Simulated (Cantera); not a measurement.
Charge: 1 mol C₆H₆, 0.047 mol O₂, 16 mol N₂, equilibrated at 13300 Pa.

These are equilibrium values from Cantera (NASA tables, ideal gas, pure condensed phases), not measurements of a reactor. Candidate condensed phases: C, C₆H₆, C₇H₈, C₈H₁₈, H₂O; 136 gas species. Equilibrium is a limit: real reactors are often held back by kinetics, nucleation or transport.

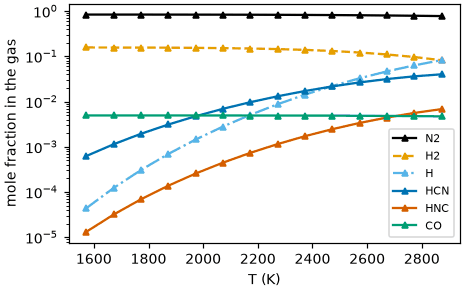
Equilibrium gas composition (values under 1e-9 drawn at 1e-9)

From 1573 K to 2873 K the condensed part is C(graphite). The main C-bearing gas is CO at 1573 K and HCN at 2873 K. The share of C in condensed phases is highest at 1573 K (98.2 %) and lowest at 2873 K (77.9 %).
